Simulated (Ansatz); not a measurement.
Process, species as SMILES: C#C (C2H2) → [C-]#C + H+
B3LYP-D3(BJ)/def2-TZVP geometries, fixed; electronic energies without zero-point terms.

Basis-set convergence of the deprotonation energy at B2PLYP with Ansatz (an electronic-structure program). Cartesian d functions, on some or all atoms, in 6-31G*; all else is spherical. Cores are frozen. No added dispersion term, no relativity. Functions are those of the species that has most. Reference: the value in aug-pcseg-3, 384.02 kcal/mol, itself unsure by roughly 0.37 kcal/mol (its mean distance from aug-cc-pVQZ, def2-QZVPPD). Deviations are taken from unrounded values.

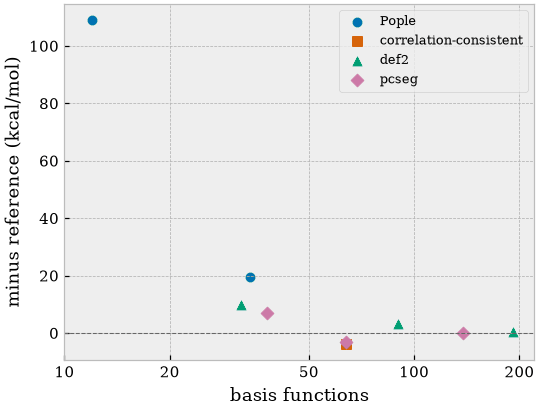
Figure. Deviation from the reference against the number of basis functions, by family of sets.

```
basis        functions  deprotonation energy (kcal/mol)  minus reference (kcal/mol)
-----------  ---------  -------------------------------  --------------------------
STO-3G              12                           493.09                      109.07
def2-SV(P)          32                           393.65                        9.62
6-31G*              34                           403.48                       19.46
pcseg-1             38                           390.91                        6.88
aug-cc-pVDZ         64                           380.17                       -3.85
aug-pcseg-1         64                           380.91                       -3.12
def2-TZVPP          90                           387.06                        3.04
aug-pcseg-2        138                           384.16                        0.13
def2-QZVPPD        192                           384.42                        0.40
```
